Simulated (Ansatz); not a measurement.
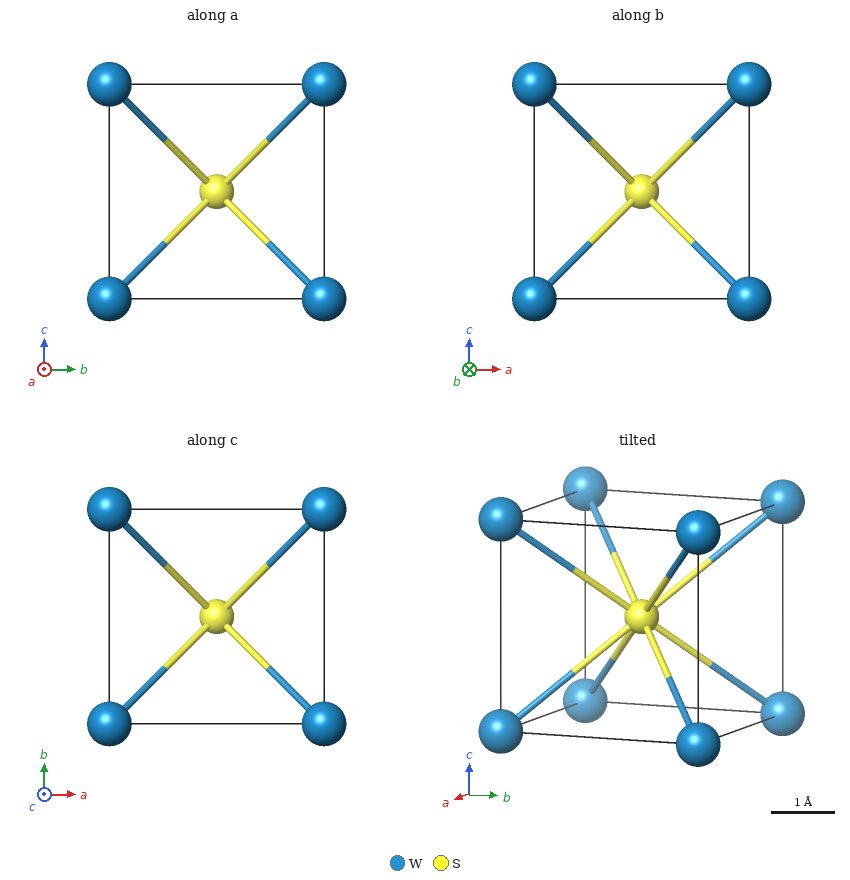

Ball-and-stick representation of a periodic structure, projected along the a axis, along the b axis, along the c axis and slightly off an axis. The outline marks the conventional unit cell.

Lattice parameters: a = 3.4242 Å, b = 3.4242 Å, c = 3.4242 Å, α = 90.000°, β = 90.000°, γ = 90.000°.

### Put the structure into a CIF with its space group and independent sites.

```cif
data_structure
_symmetry_space_group_name_H-M 'P m -3 m'
_symmetry_Int_Tables_number 221
_cell_length_a 3.4242
_cell_length_b 3.4242
_cell_length_c 3.4242
_cell_angle_alpha 90.000
_cell_angle_beta 90.000
_cell_angle_gamma 90.000
_cell_volume 40.15
loop_
_atom_site_label
_atom_site_type_symbol
_atom_site_symmetry_multiplicity
_atom_site_Wyckoff_symbol
_atom_site_fract_x
_atom_site_fract_y
_atom_site_fract_z
_atom_site_occupancy
W1 W 1 a 0.0000 0.0000 0.0000 1
S1 S 1 b 0.5000 0.5000 0.5000 1
```

The cell started as a structure type filled with these elements by a generator (whether the compound takes this form wasn't checked). Earlier steps of the study, as a rule a relaxation of our own, may have changed the cell and positions, so they can lie some per cent off the listed ones. It was set up as input for a calculation with Ansatz.
